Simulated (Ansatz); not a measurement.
## Two runs on C2H6O

System: C2H6O, charge +1, multiplicity 2.
Method of run A: UKS wB97M-V/def2-TZVPP (Ansatz 0.2.0).

The geometry comes from this level: PBE0-D4/def2-TZVPP. Text and figures count atoms from 1; the logs count them from 0 in places.

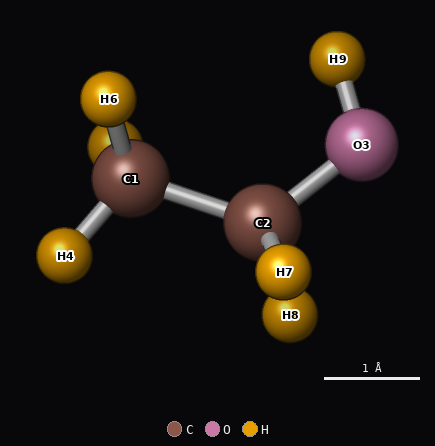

Fig. 1: The structure (ball-and-stick view, seen at a tilt; atoms are numbered from 1 in the order of the input). Bond lengths as drawn: C–C 1.48 Å, C–H 1.09 to 1.14 Å, C–O 1.34 Å and H–O 0.98 Å.

## Input file, run A
```yaml
crystal:
  periodic: [false, false, false]
  atoms:
    - { symbol: C, position_ang: [-1.24958379, 0.14760056, 0.31963643] }
    - { symbol: C, position_ang: [-0.02206936, -0.43111817, -0.26914877] }
    - { symbol: O, position_ang: [1.19497926, -0.0086329, 0.10768097] }
    - { symbol: H, position_ang: [-2.12861987, -0.32703525, -0.1151118] }
    - { symbol: H, position_ang: [-1.30901104, 1.22456342, 0.12723084] }
    - { symbol: H, position_ang: [-1.27639809, -0.00533883, 1.40419987] }
    - { symbol: H, position_ang: [0.04982504, -1.56767628, -0.26535856] }
    - { symbol: H, position_ang: [0.02119962, -0.4676256, -1.40652695] }
    - { symbol: H, position_ang: [1.17244825, 0.69453305, 0.78651798] }
magnetization:
  spin_polarized: true
  initial_magnetization: 1
total_charge: 1
basis:
  gaussian: { orbitals: def2-TZVPP }
hamiltonian:
  xc: { name: wB97M-V }
```

Command:
```bash
ansatz run input.yaml --threads 4 --pin off --max-ram 10240MiB --backend cpu --events-out ev --progress --plain --runs-dir out
```

Hardware: 4 threads of Arm Neoverse V1, 24 GiB of memory available, shared host.

## Output (run A)
```
Engine: ansatz 0.2.0, aarch64-unknown-linux-gnu
Functional definition: wB97M-V
  parameter omega = 0.3/bohr
  parameter cx = 0.15
  parameter cx01 = 1.007
  parameter cx10 = 0.259
  parameter css00 = 0.443
  parameter css04 = -1.437
  parameter css10 = -4.535
  parameter css20 = -3.390
  parameter css43 = 4.278
  parameter cos00 = 1.000
  parameter cos10 = 1.358
  parameter cos20 = 2.924
  parameter cos21 = -8.812
  parameter cos60 = -1.390
  parameter cos61 = 9.142
  parameter b = 6.0
  parameter c = 0.01
  gx(w, u) = 1 - cx + cx01*u + cx10*w
  gss(w, u) = css00 + css04*u^4 + css10*w + css20*w^2 + css43*w^4*u^3
  gos(w, u) = cos00 + cos10*w + (cos20 + cos21*u)*w^2 + (cos60 + cos61*u)*w^6
  exchange = spin_sum(e_x_unif_sr(omega)*gx(b97_w, b97_u_x)) + cx*exact_x_sr(omega) + exact_x_lr(omega)
  correlation = spin_sum(e_c_pw_mod_same_spin*gss(b97_w, b97_u_same))
      + integral(e_c_pw_mod_opposite_spin*gos(b97_w_opposite, b97_u_opposite)) + vv10(b, c)
865 factors; their error is unknown
231 factors; integrals over basis functions are off by at most 1.1e-5 eV
mean field evaluation 1: about -4199.8147 eV, gradient 4.7e1 eV
mean field evaluation 2: about -4201.1470 eV, gradient 4.6e1 eV
mean field evaluation 4: about -4208.1998 eV, gradient 2.4e0 eV
mean field evaluation 8: about -4208.2611 eV, gradient 1.5e-1 eV
mean field evaluation 16: about -4208.2475 eV, gradient 8.1e-3 eV
mean field -4208.24754932 eV, -154.6502449849 hartree, gradient 4.8e-5 eV, S^2 0.754217; 0 other end points of the search recorded, 0 dependent functions left out
reference -4208.24758727 eV, -154.6502463797 hartree; 13, 12 occupied and 164, 165 virtual orbitals, 865 factors
Total energy: -4208.24758727 eV, -154.6502463797 hartree
```

Run B used a changed input.

## The two runs side by side

| quantity | run A | run B |
| --- | --- | --- |
| outcome | converged | converged |
| total energy (hartree) | −154.650246 | −154.597610 |
| ⟨S²⟩ | 0.754 | 0.761 |
| basis functions | 177 | 174 |
| wall time (shared host) | 5.9 s | 2.9 s |

Which change of the input explains these differences?

The change (lines with − go, lines with + come):
```diff
-  xc: { name: wB97M-V }
+  xc: { name: B2PLYP }
```

The total energies belong to different methods, so their difference says nothing on which is more stable or more accurate. The functional changes from wB97M-V to B2PLYP. The basis functions go from 177 to 174. On the same kind of shared host run B took about 0.5 times as long.

## Output (run B)
```
Engine: ansatz 0.2.0, aarch64-unknown-linux-gnu
Functional definition: B2PLYP
  parameter a = 0.53
  parameter c = 0.27
  exchange = (1 - a)*b88_x + a*exact_x
  correlation = (1 - c)*lyp_c + c*(mp2_os + mp2_ss)
1039 factors; integrals over basis functions are off by at most 1.1e-3 eV
mean field evaluation 1: about -4192.9283 eV, gradient 4.7e1 eV
mean field evaluation 2: about -4193.0381 eV, gradient 4.7e1 eV
mean field evaluation 4: about -4201.4154 eV, gradient 8.0e0 eV
mean field evaluation 8: about -4201.7303 eV, gradient 1.1e0 eV
mean field evaluation 16: about -4201.7529 eV, gradient 4.3e-3 eV
mean field -4201.75289454 eV, -154.4115708238 hartree, gradient 6.8e-6 eV, S^2 0.761488; 0 other end points of the search recorded, 0 dependent functions left out
3 core orbitals not correlated: weight in the atoms' cores, before any rotation towards them, 1.000 or more for the frozen orbitals, at most 0.000 for the correlated occupied ones
reference -4201.75302362 eV, -154.4115755675 hartree; 10, 9 occupied and 164, 165 virtual orbitals, 1039 factors
second order -18.74904258 eV of doubles, -0.00000000 eV of singles
Total energy: -4206.81526511 eV, -154.5976095111 hartree
```
